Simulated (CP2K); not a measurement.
Consider hydroxyacetaldehyde at its PBE geometry (Å).

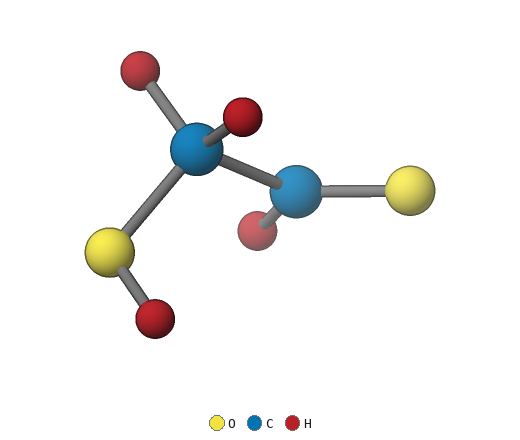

The molecule (oxygen yellow, carbon blue, hydrogen red).

```xyz
8

O    -1.9116    0.4439   -0.3756
C    -1.0001   -0.1865    0.1331
C     0.4132    0.3437    0.2759
O     1.3093   -0.5696   -0.3767
H    -1.1400   -1.2438    0.4687
H     0.7072    0.3558    1.3362
H     0.4755    1.3659   -0.1276
H     1.1465   -0.5095   -1.3341
```

Method: CP2K XAS_TDP, all-electron GAPW, PBEh(45%), aug-cc-pVDZ, TDA, GW2X-corrected core level, no relativity.

Question: Predict the bright core excitations at the O K edge.

Leading lines: O1 531.35 eV and O4 535.25 eV. The leading line of an atom is its first one with 35 % of the strongest within 2.5 eV of its lowest line over the strength cut. Core ionisation energies at this level: O1 538.61 and O4 539.31 eV.

The first six lines of each atom with a strength over 0.0015:

```csv
atom,energy (eV),states,"strength, one atom",above the computed threshold
O1 (bonded to C),531.35,1,0.0469,
,538.55,1,0.0033,
,539.17,1,0.0034,yes
,540.05,1,0.0022,yes
,540.69,1,0.0070,yes
,540.95,1,0.0033,yes
O4 (bonded to C and H),535.25,1,0.0142,
,536.37,1,0.0244,
,537.95,1,0.0037,
,538.18,1,0.0071,
,538.34,1,0.0070,
,539.00,1,0.0078,
```

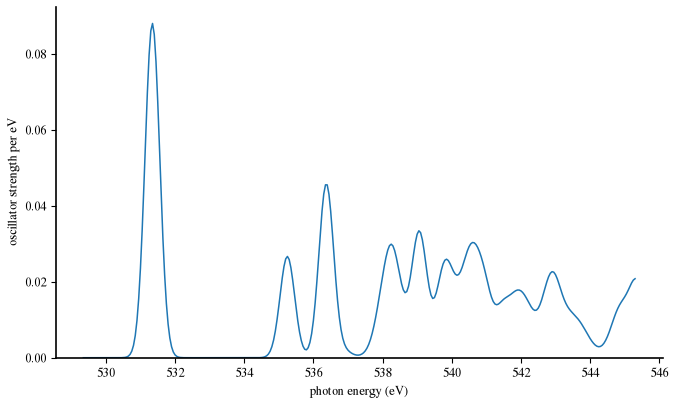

All atoms added, broadened by 0.5 eV.

Lines are vertical, at one geometry, with no vibrational structure. GW2X ionisation energies and lines can be off by 1 to 2 eV either way, and a good line position may hide errors that cancel. These values hold no scalar relativity, about 0.4 eV for O 1s. Rydberg lines, and the discretised continuum above threshold, depend on the basis and the box.

[Banner, clock and machine lines of the logs are left out without a mark of their own.]

[Logs are printed without paths, hosts, clocks, repeated set-up lines and the standing remarks that a program may print on its own settings, such as how far it seeks lower states.]

[Hosts, paths, dates, database ids (printed as entryN), source tags and the programs' standing remarks are cut or masked in the printed files.]
